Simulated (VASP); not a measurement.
Band structure of Ni (fcc). All values below come from PBE GGA with D3 dispersion (zero damping), VASP's PBE PAW potentials (set 64) (plane waves; VASP).

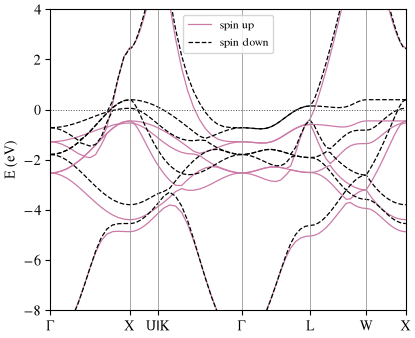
*Bands along high-symmetry lines, zero at the valence-band maximum or, without a gap, the Fermi level*

Question: Read the plot: is there a gap, and where are the band edges?

Answer: It has no gap at this level: it comes out as a metal or semimetal. (Edges off the drawn lines would not show.)

The compound is Ni in the fcc structure. It was relaxed first.
